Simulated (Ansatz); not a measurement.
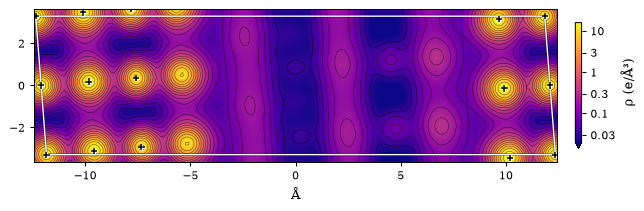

The valence charge density (pseudo) on a plane through atoms (crosses mark nuclei in the plane).

The calculation used Ansatz, DFT r2SCAN, scalar-relativistic, plane waves, PAW.

Candidates:
A. La5N, a = 3.73 Å, b = 3.73 Å, c = 31.10 Å, α = 90.00°, β = 90.00°, γ = 120.00°. Space group P-3m1; a generated structure, not necessarily the stable one.
B. Sn3F2, a = 5.71 Å, b = 3.31 Å, c = 24.19 Å, α = 90.00°, β = 95.12°, γ = 90.00°. Space group C2/m; a generated structure, not necessarily the stable one; not relaxed (largest force 0.4 eV/Å); computed pressure about −2 GPa in this cell.

### Which system is this?

Candidate B: Sn3F2 on the (110) plane of the conventional cell, which holds Sn and F. Sn–F (2.18 Å): ρ is about 0.44 e/Å³ halfway. Sn–F (2.27 Å): the density is about 0.36 e/Å³ at the midpoint.
